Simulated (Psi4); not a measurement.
Approach curve of the dimer CH3F ··· CH3F (SMILES CF and CF), singlet. Monomers: optimised at B3LYP-D3(BJ) (def2-TZVP), held rigid. Orientation: lowest of the rigid-body minima from ten starts at GFN2-xTB. Only R, the distance of the centres of mass, is varied, so the lowest point isn't the relaxed dimer.

Calculation: SAPT0/jun-cc-pVDZ, frozen core (Psi4).

Components in kcal/mol:

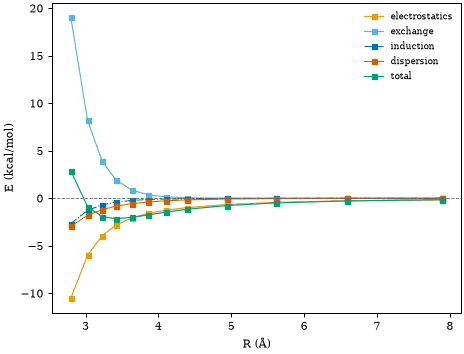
*Components of the interaction energy.*

| R / Å | electrostatics | exchange | induction | dispersion | total |
|---|---|---|---|---|---|
| 2.80 | -10.55 | 19.07 | -2.68 | -2.96 | 2.88 |
| 3.03 | -6.00 | 8.20 | -1.28 | -1.80 | -0.88 |
| 3.23 | -3.95 | 3.91 | -0.70 | -1.20 | -1.94 |
| 3.42 | -2.83 | 1.93 | -0.41 | -0.84 | -2.15 |
| 3.64 | -2.06 | 0.85 | -0.23 | -0.57 | -2.02 |
| 3.86 | -1.60 | 0.37 | -0.14 | -0.39 | -1.76 |
| 4.10 | -1.26 | 0.15 | -0.08 | -0.27 | -1.47 |
| 4.39 | -0.99 | 0.05 | -0.05 | -0.18 | -1.17 |
| 4.94 | -0.67 | 0.01 | -0.02 | -0.08 | -0.77 |
| 5.62 | -0.44 | 0.00 | -0.01 | -0.04 | -0.49 |
| 6.59 | -0.27 | 0.00 | 0.00 | -0.01 | -0.28 |
| 7.90 | -0.15 | 0.00 | 0.00 | 0.00 | -0.16 |
